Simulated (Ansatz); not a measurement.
## Electronic structure of C2H3Al2Cl (SMILES C#[C][Al]([AlH2])[Cl]) in real space

Input

```
crystal:
  periodic: [false, false, false]
  atoms:
    - {symbol: C, position_ang: [0.270508, 1.559865, 2.333356]}
    - {symbol: C, position_ang: [0.230706, 1.215545, 1.172725]}
    - {symbol: Al, position_ang: [0.141854, 0.554874, -0.610931]}
    - {symbol: Al, position_ang: [-0.343150, -1.903045, -1.261264]}
    - {symbol: Cl, position_ang: [0.475403, 1.995515, -2.111630]}
    - {symbol: H, position_ang: [0.307681, 1.872063, 3.352907]}
    - {symbol: H, position_ang: [-0.407987, -2.342771, -2.786982]}
    - {symbol: H, position_ang: [-0.582816, -3.009146, -0.144080]}
basis:
  gaussian: {orbitals: def2-TZVPP}
hamiltonian: {xc: pbe0, dispersion: d4}
output: {orbitals: {seedname: orbitals}}
```

Command:

```sh
ansatz run in.yaml --threads 2 --pin off --events-out ev --progress --plain --max-ram 4352MiB
```

Geometry: PBE0-D4/def2-TZVP.

Computed with RKS PBE0-D4/def2-TZVPP in Ansatz 0.2.0.

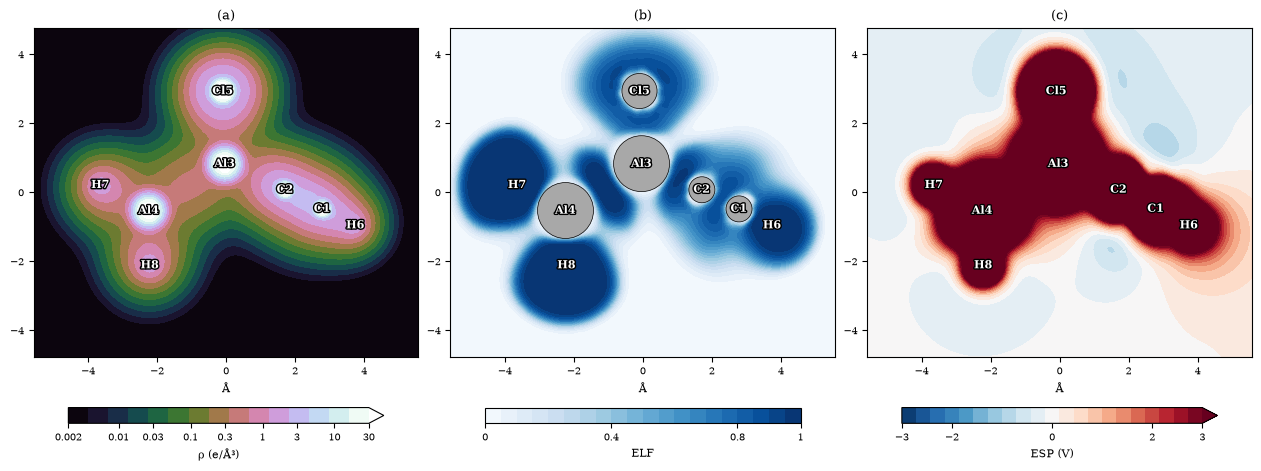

Figure 1. (a) total electron density; (b) ELF; (c) electrostatic potential on the molecular plane. Grey discs cover the atomic cores in the ELF map.

### What does the map show?

- The section cuts through C, Al, Cl and H sites.
- C–C (1.21 Å): the density is about 2.9 e/Å³ at the midpoint; the ELF peaks at about 0.90 between the atoms; a short, multiple covalent bond.
- C–Al (1.90 Å): ρ at the midpoint is about 0.74 e/Å³; the ELF peaks at about 0.95 between the atoms; a polar covalent bond.
- Al–Cl (2.11 Å): ρ at the midpoint is about 0.72 e/Å³; the ELF peaks at about 0.85 in the valence shell of Cl, 0.9 Å from its nucleus, and is about 0.80 at the midpoint.
- Al–Al (2.59 Å): ρ at the midpoint is about 0.4 e/Å³; the ELF peaks at about 1 between the atoms: a covalent bond.
- C–H (1.07 Å): the density is about 2.1 e/Å³ at the midpoint; the ELF climbs to about 1 towards the hydrogen, as it does in any bond to H; an ordinary covalent bond to hydrogen.
- The ELF also peaks beside Cl5, away from the bonds: lone-pair regions.
- Outside the dense part of the molecule the potential is most negative (−1.0 V) near C2.

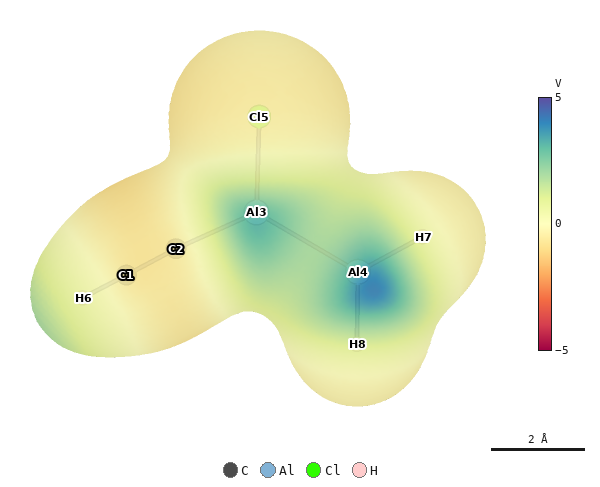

Figure 2. The electrostatic potential painted on the density surface at 0.002 e/bohr³, seen at a tilt; red is negative and blue positive.

### Where is the surface potential most negative and most positive?

The most negative region (about −0.9 V) lies over C1 and C2, the most positive (about +3.9 V) over Al4.

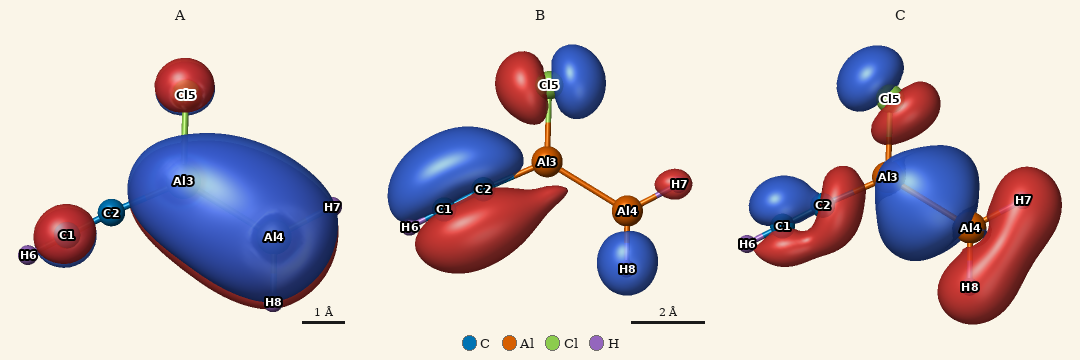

Figure 3. Three frontier orbitals at ±0.06 Å⁻³ᐟ² (blue and red are the two phases), in no order.

### Which picture is the HOMO−1, the HOMO and the LUMO?

B is the HOMO−1 (−8.37 eV). Its weight (Hirshfeld) is mainly on C1 (about 40 %), C2 (about 35 %) and Cl5 (about 10 %); it is symmetric in the molecular plane (an in-plane orbital: σ, lone-pair or in-plane π type). C is the HOMO (−7.40 eV). By Hirshfeld shares it lies mainly on Al4 (about 35 %), Al3 (about 30 %), Cl5 (about 10 %), H8 (about 5 %), C2 (about 5 %) and H7 (about 5 %); it is symmetric in the molecular plane (an in-plane orbital: σ, lone-pair or in-plane π type). A is the LUMO (−2.96 eV). It lies mainly on Al4 (about 50 %) and Al3 (about 35 %); it changes sign across the molecular plane (π type); π-bonding across Al3–Al4.

### What is the HOMO–LUMO gap?

4.44 eV between the orbital energies.
